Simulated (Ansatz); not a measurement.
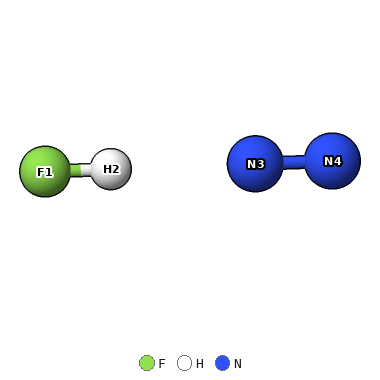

The system is the pair FH···N₂; the picture shows the reference structure. The turn is about an axis along (0.73, 0.69, 0.02) in the frame of the relaxed pair, normal to the line between the partners. First axis: distance N3···H2. Second axis: turn of F1, H2 about its own atom H2. Grid: 15 × 15 points; 199 points were computed and 1 follow by symmetry. At 25 points there is no value (left out of the scan, as a rule where atoms come close). Points are written as (first, second). Energies: kJ/mol, counted from the lowest grid point. Method: Ansatz, RKS B3LYP-D4/def2-TZVPD.

Its coordinates:

```yaml
atoms:
  - { symbol: F, position_ang: [-0.0056, 0.0555, -1.9914] }
  - { symbol: H, position_ang: [-0.0033, 0.0300, -1.0624] }
  - { symbol: N, position_ang: [0.0027, -0.0273, 0.9823] }
  - { symbol: N, position_ang: [0.0063, -0.0582, 2.0716] }
```

Range: distance N3···H2 from 1.718 to 3.718 Å; turn of F1, H2 about its own atom H2 from −180 to 156°.

Q: Predict the map.

A: The lowest grid point is at (2.064 Å, 12°). It is the only kind of minimum in the scanned range. The highest grid point, (1.950 Å, −132°), lies 564 kJ/mol above the lowest. Round the minimum the two coordinates are nearly uncoupled. At the highest point the unbonded atoms F1···N3 come to 1.50 Å, against 2.98 Å at the lowest; the sum of their van der Waals radii is about 3.1 Å.

```
second ↓, first →  1.718  1.768  1.849  1.950  2.064  2.191  2.329  2.476  2.632  2.796  2.967  3.145  3.330  3.521  3.718
              156      –      –      –      –      –      –    524    323    190    108     61     36     22     16     13
              132      –      –      –    562    414    286    188    119     73     45     29     19     15     12     11
              108    308    269    214    160    114     78     52     35     24     17     13     11     11     10     10
               84    101     86     66     48     34     23     17     12     10      9      9      9      9      9      9
               60     38     31     23     16     11      8      7      6      6      7      7      8      8      9      9
               36     15     12      8      5      3      3      3      4      5      6      6      7      8      8      9
               12      7      4      2      0      0      0      1      3      4      5      6      7      7      8      8
              −12      7      4      2      0      0      0      1      3      4      5      6      7      7      8      8
              −36     15     12      8      5      3      3      3      4      5      6      6      7      8      8      9
              −60     38     31     23     16     11      8      7      6      6      7      7      8      8      9      9
              −84    101     86     67     48     34     24     17     12     10      9      9      9      9      9      9
             −108    309    270    215    160    114     78     52     35     24     17     13     11     11     10     10
             −132      –      –      –    564    416    287    189    119     74     45     29     20     15     12     11
             −156      –      –      –      –      –      –    525    323    190    108     62     36     22     16     13
             −180      –      –      –      –      –      –      –    459    266    149     82     45     26     17     13
```

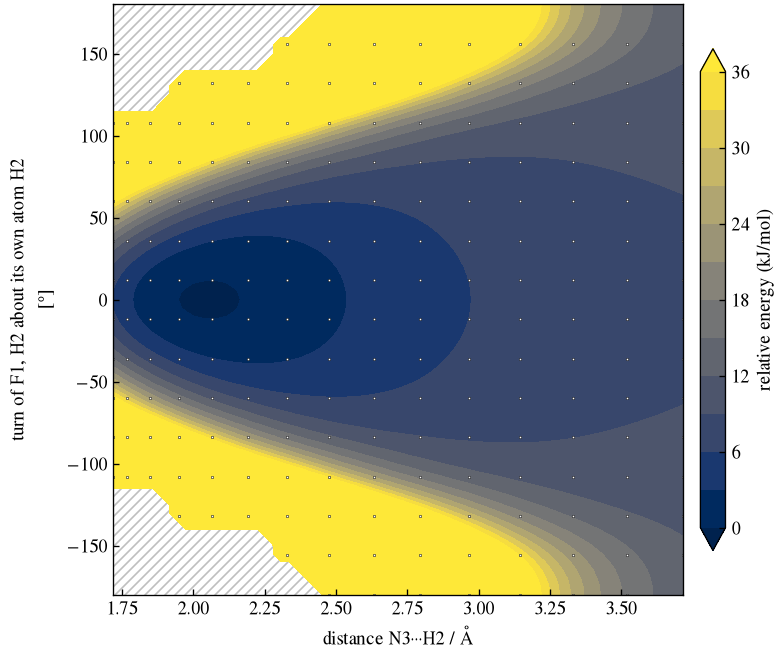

In the figure: filled contours, dots at the grid points, one colour for all values above the top of the scale, hatched blanks where no value was computed. Between grid points the surface is interpolated.

Each point was launched as `ansatz run input.yaml --threads 1 --pin off --max-ram 2560MiB --backend cpu --events-out ev --progress --plain --runs-dir out`. The whole map (199 points run) took 6.7 min on 1 thread of Arm Neoverse V1, with other jobs on the host.
